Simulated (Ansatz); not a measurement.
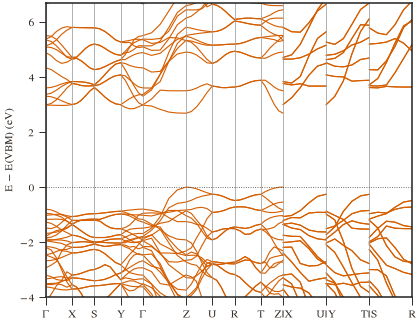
Fig. 1. Band structure from plane-wave PAW r²SCAN (Ansatz code)

### Question
Read off the gap and where the band edges lie.

### Answer
About 2.7 eV (2.69 eV by a search for the band edges); maximum at Z, minimum at Z.

### Question
Pick the material that matches.
A) V2O5, Pmmn (V on 4e, O on 2a, O on 4e, O on 4e)
B) Ta2O5, Pbam (Ta on 4g, O on 4h, O on 2a, O on 4g)
C) ZrO2, Pca2_1 (Zr on 4a, O on 4a, O on 4a)

### Answer
B, Ta2O5, Pbam (Ta on 4g, O on 4h, O on 2a, O on 4g)

The workflow started from a Materials Project entry (that database holds measured and hypothetical structures alike); the Crystallography Open Database copy checked does not list it. COD files the formula under space group No. 49. Its standing as an ambient phase is unchecked. Symmetry was held in the r²SCAN relaxation; its stability against distortions is not shown here. No spin polarisation was allowed. Spin–orbit coupling is left out wherever it is not named.

Potentials: the later of the program's two PAW sets.
